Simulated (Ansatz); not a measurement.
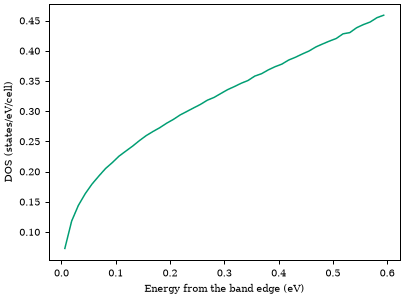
Figure: Density of states of SiC (F-43m) below the valence band maximum, HSE06, rigid bands in Ansatz (a program for electronic structure); cell volume 20.7 Å³.

What effective density of states at 300 K does this give (∫ g(E) exp(−E/k_BT) dE, both spins, divided by the cell's size)?

1.5e20 cm⁻³, a density-of-states mass of 3.3 mₑ, valleys and band degeneracy included.

Spin-orbit coupling is left out; where it splits the top of the valence band, N_v and the p-type Seebeck coefficient come out somewhat high without it. Geometry: cell and atoms relaxed with PBEsol.
